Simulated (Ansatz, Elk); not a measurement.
# How far do independent atoms describe Mg3RuS?

The structure of Mg3RuS used here is made up (a known structure type with other elements) and was relaxed beforehand with PBE. The aim is the Fourier transform of its all-electron density, F(hkl), set beside the sum over free spherical atoms that refinements use.

Calculated with Elk 11.2.3 (patched build); DFT, PBE, all-electron APW+lo, Dirac cores, scalar-relativistic bands, static density, no spin.

The structure was built from a prototype and need not be the compound's stable phase.

**1. Set-up**

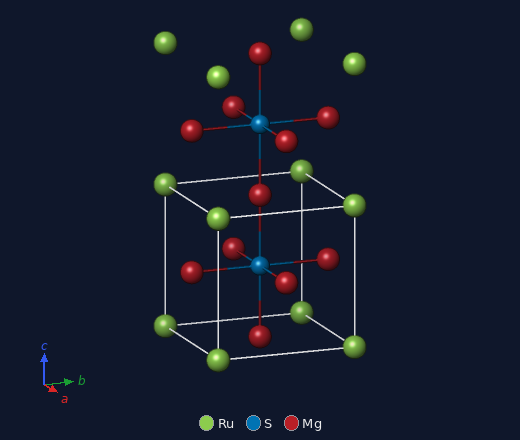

Start, viewed slightly off an axis; ruthenium green, sulfur blue, magnesium red. 1×1×2 cells are drawn. Some periodic images of atoms are drawn too.

Structure file:

```cif
data_structure
_symmetry_space_group_name_H-M 'Pm-3m'
_symmetry_Int_Tables_number 221
_cell_length_a 4.6724
_cell_length_b 4.6724
_cell_length_c 4.6724
_cell_angle_alpha 90.000
_cell_angle_beta 90.000
_cell_angle_gamma 90.000
_cell_volume 102.00
loop_
_atom_site_label
_atom_site_type_symbol
_atom_site_symmetry_multiplicity
_atom_site_Wyckoff_symbol
_atom_site_fract_x
_atom_site_fract_y
_atom_site_fract_z
_atom_site_occupancy
Ru1 Ru 1 a 0.00000 0.00000 0.00000 1
S1 S 1 b 0.50000 0.50000 0.50000 1
Mg1 Mg 3 c 0.50000 0.50000 0.00000 1
```

**2. Ground state and structure factors**

An all-electron density is needed, since X-rays see the cores too. Task 0 finds the density and task 195 Fourier-transforms it; tshift is off so that phases refer to the origin typed.

The input, elk.in:

```
tasks
  0
  195

xctype
  20

spinpol
  .false.

rgkmax
  7.0

gmaxvr
  14.0

lmaxo
  7

lmaxapw
  8

swidth
  0.002

tshift
  .false.

hmaxvr
  5.5

maxscl
  120

epspot
  1e-06

sppath
  './'

avec
  8.82952449517 0.00000000000 -0.00000000000
  -0.00000000000 8.82952449517 0.00000000000
  -0.00000000000 0.00000000000 8.82952449517

atoms
  3
  'Ru.in'
  1
  0.0000000000 0.0000000000 -0.0000000000   0.000000 0.000000 0.000000
  'S.in'
  1
  0.5000000000 0.5000000000 0.5000000000   0.000000 0.000000 0.000000
  'Mg.in'
  3
  0.5000000000 0.5000000000 0.0000000000   0.000000 0.000000 0.000000
  0.5000000000 0.0000000000 0.5000000000   0.000000 0.000000 0.000000
  -0.0000000000 0.5000000000 0.5000000000   0.000000 0.000000 0.000000

ngridk
  5 5 5
```

Launch:

```console
$ OMP_NUM_THREADS=4 elk
```

Numbers of over 12 decimals in the logs are rounded to 6 here.

Log:

```text
┌─────────────────────────┐
│ Elk code version 11.2.3 │
└─────────────────────────┘

All units are atomic (Hartree, Bohr, etc.)

┌─────────────────────────────────────────────────┐
│ Ground-state run starting from atomic densities │
└─────────────────────────────────────────────────┘

Lattice vectors :
   8.829524495       0.000000000      -0.000000000
  -0.000000000       8.829524495       0.000000000
  -0.000000000       0.000000000       8.829524495

Reciprocal lattice vectors :
  0.7116108360       0.000000000       0.000000000
  -0.000000000      0.7116108360      -0.000000000
   0.000000000       0.000000000      0.7116108360

Unit cell volume      :    688.3541692
Brillouin zone volume :   0.3603525983

Muffin-tin inner radius fraction :   0.1000000000E-01

Nuclei treated as point charges

Species : 1 (Ru)
 parameters loaded from : Ru.in
 name : ruthenium
 nuclear charge    :   -44.00000000
 electronic charge :    44.00000000
 atomic mass :    184239.3393
 muffin-tin radius :    2.600000000
 number of radial points in muffin-tin :   1193
 inner part over the whole radius :   0.9963931919E-02
 number on inner part of muffin-tin    :    849
 approximate nuclear radius :   0.8462081736E-04
 number of mesh points to nuclear radius :    422
 atomic positions (lattice), magnetic fields (Cartesian) :
  1 :   0.00000000  0.00000000  0.00000000    0.00000000  0.00000000  0.00000000

Species : 2 (S)
 parameters loaded from : S.in
 name : sulphur
 nuclear charge    :   -16.00000000
 electronic charge :    16.00000000
 atomic mass :    58450.91931
 muffin-tin radius :    2.182381124
 number of radial points in muffin-tin :    793
 inner part over the whole radius :   0.9914584493E-02
 number on inner part of muffin-tin    :    554
 approximate nuclear radius :   0.6195814986E-04
 number of mesh points to nuclear radius :    251
 atomic positions (lattice), magnetic fields (Cartesian) :
  1 :   0.50000000  0.50000000  0.50000000    0.00000000  0.00000000  0.00000000

Species : 3 (Mg)
 parameters loaded from : Mg.in
 name : magnesium
 nuclear charge    :   -12.00000000
 electronic charge :    12.00000000
 atomic mass :    44305.30466
 muffin-tin radius :    2.182381124
 number of radial points in muffin-tin :    793
 inner part over the whole radius :   0.9965884887E-02
 number on inner part of muffin-tin    :    552
 approximate nuclear radius :   0.5710277704E-04
 number of mesh points to nuclear radius :    241
 atomic positions (lattice), magnetic fields (Cartesian) :
  1 :   0.50000000  0.50000000  0.00000000    0.00000000  0.00000000  0.00000000
  2 :   0.50000000  0.00000000  0.50000000    0.00000000  0.00000000  0.00000000
  3 :   0.00000000  0.50000000  0.50000000    0.00000000  0.00000000  0.00000000

Total number of atoms per unit cell :    5
Total muffin-tin volume :    247.7789583
 ratio of muffin-tin to unit cell volume :   0.3599585350

Spin treatment :
 spin-unpolarised

Number of Bravais lattice symmetries :   48
Number of crystal symmetries         :   48
Crystal has inversion symmetry
Real symmetric eigensolver will be used

k-point grid :      5     5     5
k-point offset :    0.000000000       0.000000000       0.000000000
k-point set is reduced with full crystal symmetry group
Total number of k-points :       10

Muffin-tin radius times maximum |G+k| :    7.000000000
 using average radius
Maximum |G+k| for APW functions       :    3.089273518
Maximum (1/2)|G+k|²                   :    4.771805436
Maximum |G| for potential and density :    14.00000000
Constant for pseudocharge density :    9
 order of it for each species :   16  16  16
 order of it for pair densities of each species (exact exchange by exxq0 0: 17) :   13   9   9
Radial integration step length :    1

G-vector grid sizes :     40    40    40
Number of G-vectors :    31919

Maximum angular momentum used for
 APW functions            :    8
 outer part of muffin-tin :    7
 inner part of muffin-tin :    2

Total nuclear charge    :   -96.00000000
[...]
xc potential                :     -272.34579858498
 exchange                    :     -204.52415542542
 correlation                 :     -4.291707
 electron entropic           :    -0.24398938548407E-03
 total energy                :     -5532.9593306796

Density of states at Fermi energy :    10.28717261
 (states/Hartree/unit cell)

Estimated indirect band gap :   0.1605049461E-01
 from k-point 6 to k-point 3
Estimated direct band gap   :   0.1704820360E-01
 at k-point 3

Charges :
 core                        :    44.00000000
 valence                     :    52.00000000
 interstitial                :    7.179083839
 muffin-tins (core leakage)
  species : 1 (Ru)
   atom 1                    :    42.38311596     ( -0.2967462223E-06)
  species : 2 (S)
[...]
species : 3 (Mg)
[...]
total in muffin-tins        :    88.82091616
 total calculated charge     :    95.99950313
 total charge                :    96.00000000
 error                       :   0.4968676063E-03

RMS change in Kohn-Sham potential (target) :   0.6191280137     (  0.1000000000E-05)
Absolute change in total energy (target)   :   0.3990588532     (  0.1000000000E-03)

[... loops 3 to 14 left out ...]

┌──────────────────┐
│ Loop number : 15 │
└──────────────────┘

Energies :
 Fermi                       :     0.170173
 sum of occupied eigenvalues :     -3248.6382269573
 electron kinetic            :      5717.4750773628
 core electron kinetic       :      5377.0391102431
 Coulomb                     :     -11040.594469111
 Coulomb potential           :     -8694.7141707319
 nuclear-nuclear             :     -624.80348006441
 electron-nuclear            :     -12149.438051984
 Hartree                     :      1733.6470629374
 Madelung                    :     -6693.2373837448
 xc potential                :     -271.39913358824
 exchange                    :     -204.58794801880
 correlation                 :     -4.295901
 electron entropic           :    -0.28673493569698E-03
 total energy                :     -5532.0035273548

Density of states at Fermi energy :    12.47032026
 (states/Hartree/unit cell)

Estimated indirect band gap :   0.1547839252E-01
 from k-point 6 to k-point 10
Estimated direct band gap   :   0.1816272047E-01
 at k-point 3

Charges :
 core                        :    44.00000000
 valence                     :    52.00000000
 interstitial                :    7.187986938
 muffin-tins (core leakage)
  species : 1 (Ru)
[...]
species : 2 (S)
[...]
species : 3 (Mg)
[...]
total in muffin-tins        :    88.81201306
 total calculated charge     :    95.99949291
 total charge                :    96.00000000
 error                       :   0.5070877757E-03

RMS change in Kohn-Sham potential (target) :   0.2368215643E-06 (  0.1000000000E-05)
Absolute change in total energy (target)   :   0.4410030215E-04 (  0.1000000000E-03)

Convergence targets achieved

┌──────────────────┐
│ Loop number : 16 │
└──────────────────┘

Energies :
 Fermi                       :     0.170173
 sum of occupied eigenvalues :     -3248.6382210263
 electron kinetic            :      5717.4750738112
 core electron kinetic       :      5377.0391100350
 Coulomb                     :     -11040.594463451
 Coulomb potential           :     -8694.7141790695
 nuclear-nuclear             :     -624.80348006441
 electron-nuclear            :     -12149.438031908
 Hartree                     :      1733.6470485212
 Madelung                    :     -6693.2373739167
 xc potential                :     -271.39911576794
 exchange                    :     -204.58794757161
 correlation                 :     -4.295901
 electron entropic           :    -0.28673521530911E-03
 total energy                :     -5532.0035248062

Density of states at Fermi energy :    12.47033401
 (states/Hartree/unit cell)

Estimated indirect band gap :   0.1547838934E-01
 from k-point 6 to k-point 10
Estimated direct band gap   :   0.1816271665E-01
 at k-point 3

Charges :
 core                        :    44.00000000
 valence                     :    52.00000000
 interstitial                :    7.187987403
 muffin-tins (core leakage)
  species : 1 (Ru)
[...]
species : 2 (S)
[...]
species : 3 (Mg)
   atom 1                    :    10.48596554     ( -0.9807413237E-07)
   atom 2                    :    10.48596554     ( -0.9807413237E-07)
   atom 3                    :    10.48596554     ( -0.9807413237E-07)
 total in muffin-tins        :    88.81201260
 total calculated charge     :    95.99949291
 total charge                :    96.00000000
 error                       :   0.5070882527E-03

┌──────────────────────────────┐
│ Self-consistent loop stopped │
└──────────────────────────────┘

Wrote STATE.OUT
```

Wall time 18 s (4 threads of Arm Neoverse V2, shared host); peak memory 0.19 GiB; 36 s of CPU time.

SFACRHO.OUT:

```text

h k l indices transformed by vhmat matrix:
   1.000000000       0.000000000       0.000000000    
   0.000000000       1.000000000       0.000000000    
   0.000000000       0.000000000       1.000000000    

      h      k      l  multipl.   |H|            Re(F)            Im(F)           |F|

      0      0      0      1   0.0000000       95.999999     -0.29700136E-16   95.999999    
      0     -1      0      6  0.71161084       16.133262     -0.36231405E-14   16.133262    
     -1      0      1     12   1.0063697       41.161866     -0.16222121E-14   41.161866    
      1      1      1      8   1.2325461       50.616126     -0.25344054E-14   50.616126    
      0      0     -2      6   1.4232217       70.471431      0.65304792E-14   70.471431    
     -1      0     -2     24   1.5912102       14.379196     -0.57749972E-14   14.379196    
     -1      1     -2     24   1.7430834       33.363867     -0.90170713E-15   33.363867    
      2      2      0     12   2.0127394       60.913422     -0.11695355E-13   60.913422    
      2     -2      1     24   2.1348325       13.148059      0.53717729E-14   13.148059    
      0      0      3      6   2.1348325       12.858107      0.87469834E-14   12.858107    
     -3      1      0     24   2.2503110       29.608234      0.21181436E-14   29.608234    
     -1     -1     -3     24   2.3601461       39.468674      0.30718544E-14   39.468674    
      2     -2     -2      8   2.4650922       54.709232      0.52263997E-14   54.709232    
     -2     -3      0     24   2.5657494       12.004922     -0.96389412E-14   12.004922    
     -2      1      3     48   2.6626039       27.439149     -0.22618810E-14   27.439149    
      4      0      0      6   2.8464433       49.859973     -0.94846216E-14   49.859973    
      3      2     -2     24   2.9340466       11.371806      0.79145417E-14   11.371806    
     -4      0     -1     24   2.9340466       11.154686     -0.60340790E-14   11.154686
```

Elk indexes on the primitive cell of elk.in and gives |H| = 4π sin θ/λ in inverse bohr. Below, one row stands for each form hkl of the conventional cell (m members, Friedel mates merged), F is for one primitive cell and the density is static (no thermal factor). Free-atom factors are Waasmaier and Kirfel's, and R is Σm||F|−|F'||/Σm|F|.

| hkl | m | sin θ/λ (Å⁻¹) | abs F, DFT | neutral atoms | diff. |
| --- | --- | --- | --- | --- | --- |
| 100 | 6 | 0.107 | 16.133 | 16.110 | +0.024 |
| 110 | 12 | 0.151 | 41.162 | 40.944 | +0.218 |
| 111 | 8 | 0.185 | 50.616 | 51.242 | -0.626 |
| 200 | 6 | 0.214 | 70.471 | 70.683 | -0.211 |
| 210 | 24 | 0.239 | 14.379 | 14.552 | -0.173 |
| 211 | 24 | 0.262 | 33.364 | 33.492 | -0.128 |
| 220 | 12 | 0.303 | 60.913 | 60.974 | -0.061 |
| 221 | 24 | 0.321 | 13.148 | 12.991 | +0.157 |
| 300 | 6 | 0.321 | 12.858 | 12.991 | -0.133 |
| 310 | 24 | 0.338 | 29.608 | 29.702 | -0.094 |
| 311 | 24 | 0.355 | 39.469 | 39.412 | +0.057 |
| 222 | 8 | 0.371 | 54.709 | 54.658 | +0.051 |
| 320 | 24 | 0.386 | 12.005 | 11.901 | +0.104 |
| 321 | 48 | 0.400 | 27.439 | 27.395 | +0.044 |

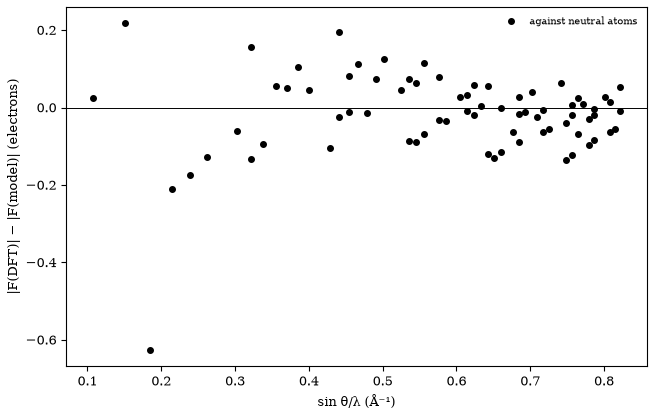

Difference between the calculated structure factors and the independent-atom ones.

**3. Outcome**

```json
{
  "R against neutral atoms, sin θ/λ < 0.3 Å⁻¹": "0.63 %",
  "R against neutral atoms, 0.3 to 0.82 Å⁻¹": "0.26 %"
}
```

Independent neutral atoms miss the calculated amplitudes by R = 0.63 % below 0.3 Å⁻¹ and 0.26 % from there to 0.82 Å⁻¹; by shells, 0.15 % below 0.15 Å⁻¹ (1 form), 0.65 % 0.15 to 0.3 (5 forms), 0.35 % 0.3 to 0.45 (11 forms), 0.24 % above 0.45 (57 forms). Bonding, aspherical density and the tables' own atoms all enter these figures, and the runs don't part them. The largest change of an amplitude is -0.63 electrons, at 111. The basis has no finished test. The k-mesh has no finished test. These runs have no spin, though d or f shells may be open. Part of the difference isn't bonding: the tables are fits to free atoms and ions calculated by other methods than this functional. Thermal motion, anomalous dispersion and extinction are left out.

[Logs are printed without paths, hosts, clocks, repeated set-up lines and the standing remarks that a program may print on its own settings, such as how far it seeks lower states.]

[Hosts, paths, dates, database ids (printed as entryN), source tags and the programs' standing remarks are cut or masked in the printed files.]
